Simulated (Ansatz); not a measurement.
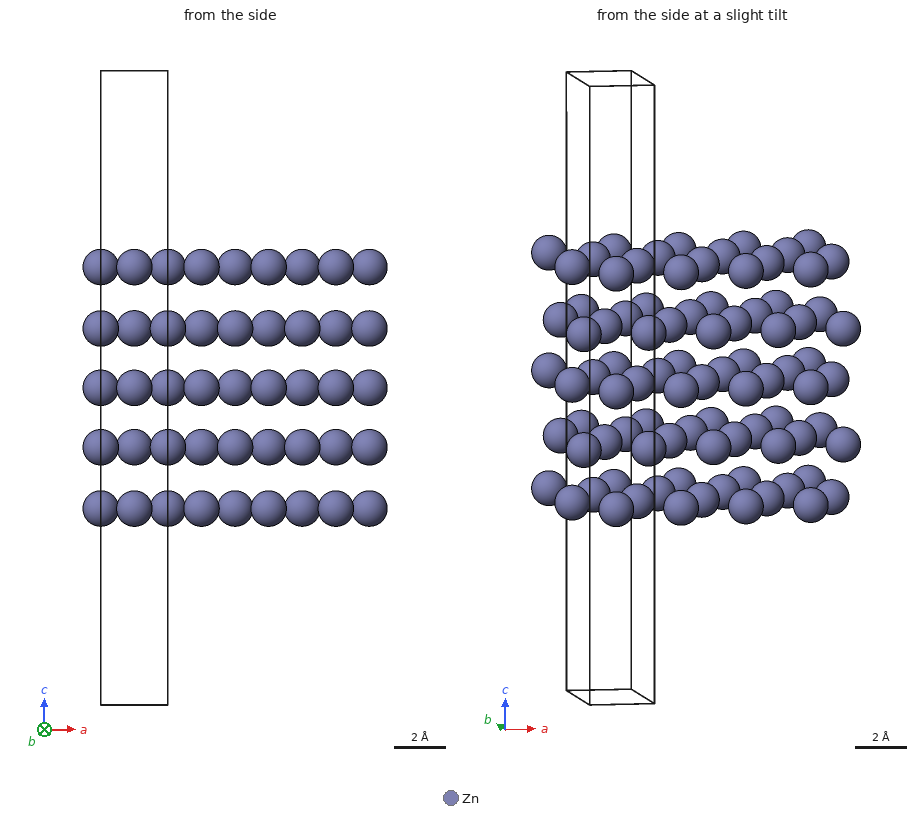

A spheres-only picture of a periodic slab, seen from the side and from the side at a slight tilt. The surface normal points up in side views; the box is the simulation cell. 4×2 cells are drawn in the plane, with atoms at the edges repeated.

The cell holds 10 Zn. The slab was cut from bulk Zn (P6_3/mmc).

Q: What height do the atoms span?

A: About 9 Å from the lowest to the highest atom, with about 15 Å of vacuum to the next image.

Q: How are the atomic planes stacked?

A: Five planes: Zn / Zn / Zn / Zn / Zn.

Q: On which plane does the slab lie?

A: (1 0 0).

Setup: DFT PBE, scalar-relativistic, plane waves, PAW in Ansatz; an energy cutoff of 420 eV, a 13×7×1 grid in reciprocal space, Gaussian smearing of 0.1 eV, no spin polarisation.

Q: State the work functions.

A: 4.19 eV on both faces.

The structure was taken from a structure listed in the Materials Project, from which a slab was cut. The atoms were relaxed in a fixed cell with DFT PBE, scalar-relativistic, plane waves, PAW in Ansatz.
